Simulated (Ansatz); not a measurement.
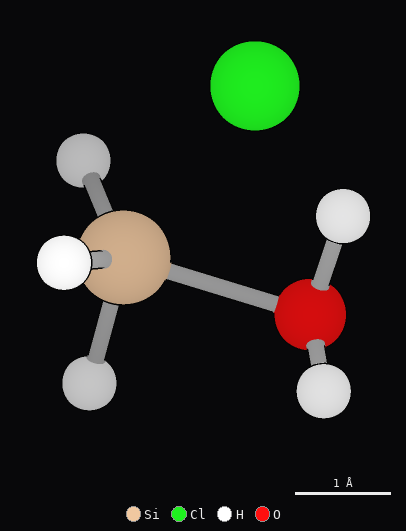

Starting structure of SiH5OCl (coarse preliminary run). Style: ball-and-stick. Shown at a tilt.

The reaction that was planned forms Si1–O7, Cl2–H6 and breaks Si1–Cl2, H6–O7 (atoms numbered from 1 in input order).

Method: RKS PBE0-D4/def2-SVP, partitioned rational-function steps on a Bofill-updated Hessian in Ansatz.

```xyz
8

Si   -0.4946   -0.2623   -0.5888
Cl    1.9830   -0.5113   -0.4530
H    -0.5325   -1.7327   -0.7774
H    -0.1773    0.6424   -1.7254
H    -1.9005    0.1190   -0.2016
H     1.2534    0.1531    0.9944
O     0.0377    0.3253    1.3189
H    -0.1692    1.2666    1.4325
```

### Predict the outcome.

O7 moves most after the best rigid fit: 0.19 Å. By element the largest moves are O 0.19 Å, H 0.15 Å, Si 0.06 Å, Cl 0.04 Å. Among the contacts that change: H6–O7 1.270 → 1.031 Å, Si1–O7 2.066 → 1.879 Å, Cl2–H6 1.752 → 1.849 Å, Si1–H5 1.507 → 1.515 Å. Among the angles between lasting bonds that change: Si1–O7–H8 109.2° → 119.2°, Si1–O7–H6 88.4° → 98.0°, H6–O7–H8 111.4° → 116.7°.

The structure at the end:

```xyz
8

Si   -0.4482   -0.2506   -0.5611
Cl    2.0156   -0.5360   -0.4378
H    -0.5655   -1.7176   -0.7294
H    -0.1810    0.6221   -1.7326
H    -1.8470    0.1738   -0.1619
H     1.1314    0.2477    0.9847
O     0.1145    0.3121    1.1409
H    -0.2197    1.1488    1.4971
```

The end point in the same view:

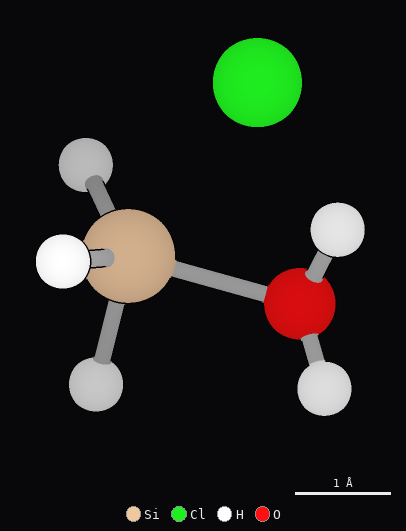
